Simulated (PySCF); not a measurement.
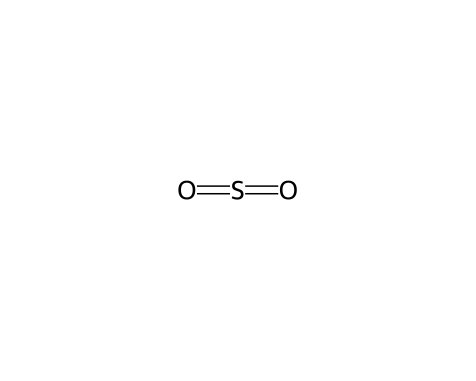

A structural formula.

Question: Write the SMILES.

Answer: O=S=O

Question: Give the formula, hydrogens included.

Answer: SO2.

Question: An optimisation with PBE0-D3(BJ)/def2-SVP gave a structure of which point group?

Answer: C2v.

The parts below concern this one geometry. Atoms keep their numbers from picture to picture. The computed structure is the end point of a PBE0-D3(BJ)/def2-SVP optimisation. No frequency run is at hand to confirm it as a minimum.

**Geometry**

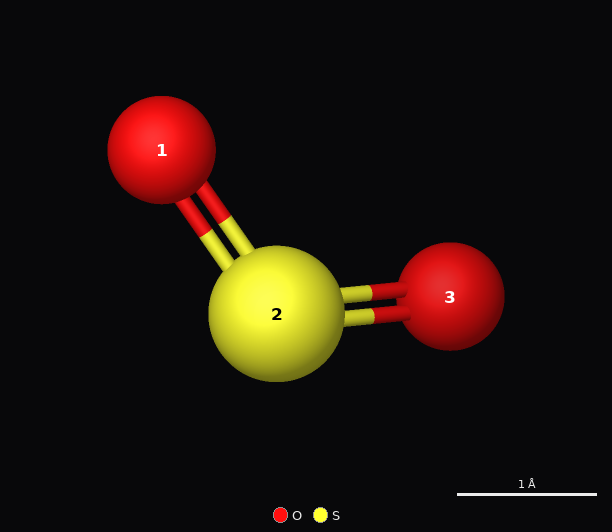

Atoms carry their numbers in the input. No frequency run is at hand to confirm it as a minimum.

Estimate the angles O1–S2–O3.

| angle | degrees |
| --- | --- |
| O1–S2–O3 | 118.4 |

**NMR shielding**

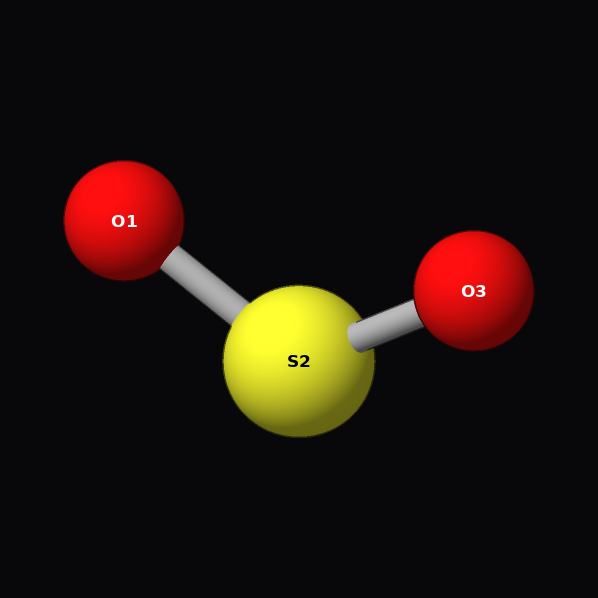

No frequency run is at hand to confirm it as a minimum. Method: GIAO PBE0/def2-SVP NMR shielding, non-relativistic, gas phase (PySCF 2.14.0). Principal shieldings σ11 ≤ σ22 ≤ σ33, span Ω = σ33 − σ11, skew κ = 3(σiso − σ22)/Ω.

Give the shielding tensors of the S atoms.

| atom | σ11 | σ22 | σ33 | σiso | Ω | κ |
| --- | --- | --- | --- | --- | --- | --- |
| S2 | −544.3 | −189.7 | 107.7 | −208.8 | 651.9 | −0.09 |

Shieldings and span in ppm.

**Dipole moment**

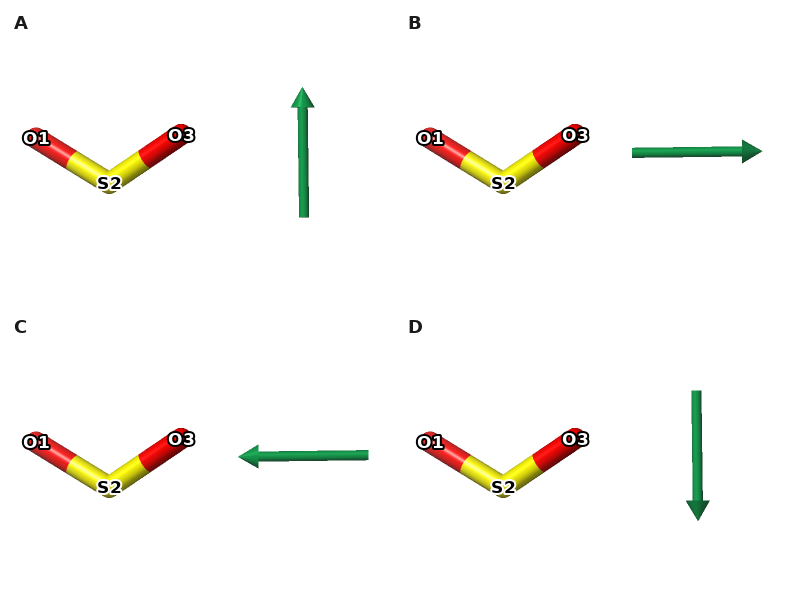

The same molecule four times, each with an arrow. No frequency run is at hand to confirm it as a minimum. Level of theory: BHandHLYP/pcSseg-2, gas phase (PySCF 2.14.0).

Question: Which arrow points along the dipole moment, from the negative to the positive end?

Answer: D. The dipole moment is 2.12 D; it points from the side of O1, O3 to the side of S2 (the outermost atoms at the two ends).

**Levels of theory compared**

No frequency run is at hand to confirm it as a minimum. Program: PySCF 2.14.0.

Compare HOMO energy (eV) at these levels: B97-2/pcSseg-2; BHandHLYP/pcSseg-2; CAM-B3LYP/pcSseg-2; LC-wPBE/pcSseg-2; PBE0/6-311+G(2d,p); PBE0/6-31G; PBE0/6-31G*; PBE0/STO-3G; PBE0/def2-SVP; PBE0/def2-TZVP; WP04/pcSseg-2; ωB97X-D/pcSseg-2.

| level | HOMO energy (eV) |
| --- | --- |
| B97-2/pcSseg-2 | −9.30 |
| BHandHLYP/pcSseg-2 | −11.15 |
| CAM-B3LYP/pcSseg-2 | −11.10 |
| LC-wPBE/pcSseg-2 | −12.41 |
| PBE0/6-311+G(2d,p) | −9.70 |
| PBE0/6-31G | −9.23 |
| PBE0/6-31G* | −9.28 |
| PBE0/STO-3G | −3.73 |
| PBE0/def2-SVP | −9.31 |
| PBE0/def2-TZVP | −9.55 |
| WP04/pcSseg-2 | −10.79 |
| ωB97X-D/pcSseg-2 | −11.53 |
